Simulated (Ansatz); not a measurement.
# One shape, several levels: triplet CH5FOSn

Wanted: a comparison of 6 runs (UHF/3-21G, UHF/def2-SVP, U-r2SCAN/def2-SVP, U-revPBE/def2-SVP, UBHLYP/def2-SVP, UCCSD(T)/def2-SVP) of triplet CH5FOSn. 

Program for the calculation: Ansatz 0.2.0.

97 further runs of the same task are left out: 97 set aside as unsound or not needed. Runs told in other sessions of the task aren't counted.

## Step 1: The molecule

CH5FOSn: 9 atoms, total charge 0, spin state triplet. SMILES of the parent species: `C[O][SnH2][F]`. The shape is that of a PBE0-D4/def2-TZVP optimisation. This is one conformer, not always the lowest. That shape belongs to the parent species and isn't relaxed for this state.

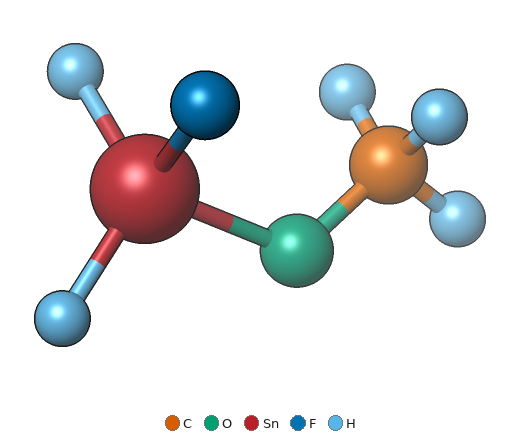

Viewed from a chosen angle; carbon orange, oxygen teal, tin red, fluorine blue, hydrogen blue.

## Step 2: A single-point energy at UHF/3-21G (run 1)

File run.yaml:

```yaml
crystal:
  periodic: [false, false, false]
  atoms:
    - {symbol: C, position_ang: [0.518500, 1.372900, 0.070100]}
    - {symbol: O, position_ang: [0.868000, 0.081800, -0.373800]}
    - {symbol: Sn, position_ang: [-0.399500, -1.388400, -0.243800]}
    - {symbol: F, position_ang: [-0.697400, -1.629400, 1.640500]}
    - {symbol: H, position_ang: [1.313300, 2.060500, -0.231100]}
    - {symbol: H, position_ang: [-0.420600, 1.731700, -0.373400]}
    - {symbol: H, position_ang: [0.422100, 1.418200, 1.160900]}
    - {symbol: H, position_ang: [-1.916000, -0.924300, -0.859900]}
    - {symbol: H, position_ang: [0.399900, -2.769100, -0.806400]}
basis:
  gaussian: {orbitals: 3-21G-spherical.json}
magnetization: {spin_polarized: true, initial_magnetization: 2}
hamiltonian: {xc: hf}
accuracy: high
output: {orbitals: {seedname: orbitals}}
```

The basis set 3-21G is read from a file made from the Basis Set Exchange's data (not shown).

Run with:

```bash
$ ansatz run run.yaml --threads 1 --pin off --max-ram 3480MiB --events-out events.jsonl --progress --plain --runs-dir runs
```

What it wrote:

```text
Warning: RAYON_NUM_THREADS=1 ignored (pool sized by the plan → 1); use --threads N
Functional definition: HF
  name "HF"
  exchange = exact_x
  correlation = 0
1470 factors; integrals over basis functions are off by at most 2.3e-8 eV
mean field evaluation 1: about -168978.1917 eV, gradient 2.5e1 eV
mean field evaluation 2: about -168978.2387 eV, gradient 2.5e1 eV
mean field evaluation 4: about -168982.1995 eV, gradient 4.0e0 eV
mean field evaluation 8: about -168982.8619 eV, gradient 5.3e-1 eV
mean field evaluation 16: about -168982.9036 eV, gradient 4.2e-8 eV
mean field evaluation 32: about -168982.2527 eV, gradient 3.8e-1 eV
mean field evaluation 64: about -168981.7237 eV, gradient 4.4e-1 eV
mean field evaluation 96: about -168981.7362 eV, gradient 2.3e-1 eV
mean field evaluation 128: about -168982.3188 eV, gradient 4.0e-1 eV
mean field evaluation 160: about -168982.1557 eV, gradient 4.0e0 eV
mean field evaluation 192: about -168982.9036 eV, gradient 1.9e-5 eV
mean field evaluation 224: about -168981.3024 eV, gradient 7.8e-3 eV
mean field -168982.90358478 eV, -6210.0071660146 hartree, gradient 2.5e-8 eV, S^2 2.006976; 6 other end points of the search recorded, 0 dependent functions left out
reference -168982.90358478 eV, -6210.0071660146 hartree; 40, 38 occupied and 28, 30 virtual orbitals, 1470 factors
Total energy: -168982.90358478 eV, -6210.0071660146 hartree
```

Run time: 16 s. Hardware: 1 thread of Arm Neoverse V2, shared host; peak memory 0.28 GiB.

## Step 3: The energy at UHF/def2-SVP (core potential) (run 2)

File job.yaml:

```yaml
crystal:
  periodic: [false, false, false]
  atoms:
    - {symbol: C, position_ang: [0.518500, 1.372900, 0.070100]}
    - {symbol: O, position_ang: [0.868000, 0.081800, -0.373800]}
    - {symbol: Sn, position_ang: [-0.399500, -1.388400, -0.243800]}
    - {symbol: F, position_ang: [-0.697400, -1.629400, 1.640500]}
    - {symbol: H, position_ang: [1.313300, 2.060500, -0.231100]}
    - {symbol: H, position_ang: [-0.420600, 1.731700, -0.373400]}
    - {symbol: H, position_ang: [0.422100, 1.418200, 1.160900]}
    - {symbol: H, position_ang: [-1.916000, -0.924300, -0.859900]}
    - {symbol: H, position_ang: [0.399900, -2.769100, -0.806400]}
basis:
  gaussian:
    orbitals: def2-SVP
output:
  orbitals: {seedname: orbitals}
hamiltonian:
  xc: hf
magnetization:
  spin_polarized: true
  initial_magnetization: 2
accuracy: high
```

Run with:

```bash
$ ansatz run job.yaml --threads 1 --pin off --max-ram 3480MiB --events-out events.jsonl --progress --plain --runs-dir runs
```

What it wrote:

```text
Warning: RAYON_NUM_THREADS=1 ignored (pool sized by the plan → 1); use --threads N
[... 4 set-up lines as earlier in the session ...]
2253 factors; integrals over basis functions are off by at most 3.4e-9 eV
mean field evaluation 1: about -11641.5086 eV, gradient 2.8e1 eV
mean field evaluation 2: about -11641.6817 eV, gradient 2.8e1 eV
mean field evaluation 4: about -11646.4165 eV, gradient 5.0e0 eV
mean field evaluation 8: about -11647.6426 eV, gradient 8.3e-1 eV
mean field evaluation 16: about -11647.7836 eV, gradient 1.3e-1 eV
mean field evaluation 32: about -11646.5790 eV, gradient 5.9e0 eV
mean field evaluation 64: about -11646.5091 eV, gradient 8.0e0 eV
mean field evaluation 96: about -11646.2024 eV, gradient 7.9e0 eV
mean field evaluation 128: about -11647.1617 eV, gradient 6.4e-1 eV
mean field evaluation 160: about -11644.8442 eV, gradient 8.5e0 eV
mean field evaluation 192: about -11646.9443 eV, gradient 1.3e0 eV
mean field evaluation 224: about -11647.5722 eV, gradient 9.8e-1 eV
mean field evaluation 256: about -11647.7343 eV, gradient 3.6e-1 eV
mean field evaluation 288: about -11647.7331 eV, gradient 5.3e-1 eV
mean field evaluation 320: about -11644.2420 eV, gradient 2.3e1 eV
mean field evaluation 352: about -11647.7840 eV, gradient 3.7e-3 eV
mean field evaluation 384: about -11647.7840 eV, gradient 1.3e-7 eV
mean field -11647.78395735 eV, -428.0481652811 hartree, gradient 2.5e-8 eV, S^2 2.011745; 4 other end points of the search recorded, 0 dependent functions left out
reference -11647.78395735 eV, -428.0481652811 hartree; 26, 24 occupied and 67, 69 virtual orbitals, 2253 factors
Total energy: -11647.78395735 eV, -428.0481652811 hartree
```

Wall time 29 s (1 thread of Arm Neoverse V2, shared host); peak memory 0.52 GiB.

Runs 3 to 5 aren't shown in full; the table further down has their settings and results.

## Step 4: The energy at UCCSD(T)/def2-SVP (core potential) (run 6)

File molecule.yaml:

```yaml
crystal:
  periodic: [false, false, false]
  atoms:
    - symbol: C
      position_ang: [0.518500, 1.372900, 0.070100]
    - symbol: O
      position_ang: [0.868000, 0.081800, -0.373800]
    - symbol: Sn
      position_ang: [-0.399500, -1.388400, -0.243800]
    - symbol: F
      position_ang: [-0.697400, -1.629400, 1.640500]
    - symbol: H
      position_ang: [1.313300, 2.060500, -0.231100]
    - symbol: H
      position_ang: [-0.420600, 1.731700, -0.373400]
    - symbol: H
      position_ang: [0.422100, 1.418200, 1.160900]
    - symbol: H
      position_ang: [-1.916000, -0.924300, -0.859900]
    - symbol: H
      position_ang: [0.399900, -2.769100, -0.806400]
basis:
  gaussian:
    orbitals: def2-SVP
magnetization:
  spin_polarized: true
  initial_magnetization: 2
correlation:
  method: ccsd_t
  frozen_orbitals: {C: 1, F: 1, H: 0, O: 1, Sn: 4}
accuracy: high
scf:
  omitted_lower_state_checks: [cluster_reference, increment]
```

Run with:

```bash
$ ansatz run molecule.yaml --threads 1 --pin off --max-ram 3480MiB --events-out events.jsonl --progress --plain --runs-dir runs
```

What it wrote:

```text
Warning: RAYON_NUM_THREADS=1 ignored (pool sized by the plan → 1); use --threads N
[... 17 lines left out ...]
7 core orbitals not correlated: weight in the atoms' cores, before any rotation towards them, 1.000 or more for the frozen orbitals, at most 0.000 for the correlated occupied ones
[... 49 lines left out ...]
Total energy: -11665.73267645 eV, -428.7077685420 hartree
Checks for a lower state left out: cluster_reference, increment
```

Run time: 5 min. Hardware: 1 thread of Arm Neoverse V2, shared host; peak memory 1.5 GiB.

## Step 5: The series

| run | level | core potential | frozen core orbitals | energy (Eh) | HOMO energy (eV) | ⟨S²⟩ | wall time |
| --- | --- | --- | --- | --- | --- | --- | --- |
| 1 | UHF/3-21G | none | – | -6210.007166 | -3.65 | 2.007 | 16 s |
| 2 | UHF/def2-SVP (core potential) | def2-SVP | – | -428.048165 | -3.99 | 2.012 | 29 s |
| 3 | U-r2SCAN/def2-SVP (core potential) | def2-SVP | – | -430.072398 | -1.60 | 2.011 | 61 s |
| 4 | U-revPBE/def2-SVP (core potential) | def2-SVP | – | -430.078629 | -1.41 | 2.005 | 28 s |
| 5 | UBHLYP/def2-SVP (core potential) | def2-SVP | – | -429.915805 | -2.99 | 2.008 | 38 s |
| 6 | UCCSD(T)/def2-SVP (core potential) | def2-SVP | 7 | -428.707769 | – | 2.012 | 5 min |

## Step 6: Outcome

| quantity | value |
| --- | --- |
| run 6: total energy | -428.70777 Eh |
| run 6: correlation energy (7 core orbitals frozen) | -659.6 mEh |
| run 6: (T) correction | -15.13 mEh |
| run 6: ⟨S²⟩ of the reference determinant | 2.012 |
| run 6: T1 diagnostic | 0.022 |

Totals of different functionals can't be ranked against each other. Some runs of one species differ in core potentials or relativity; totals across that change don't compare. In run 1 relativity is left out where basis or elements ask for it. All runs together took 7.9 min, the longest 5 min.
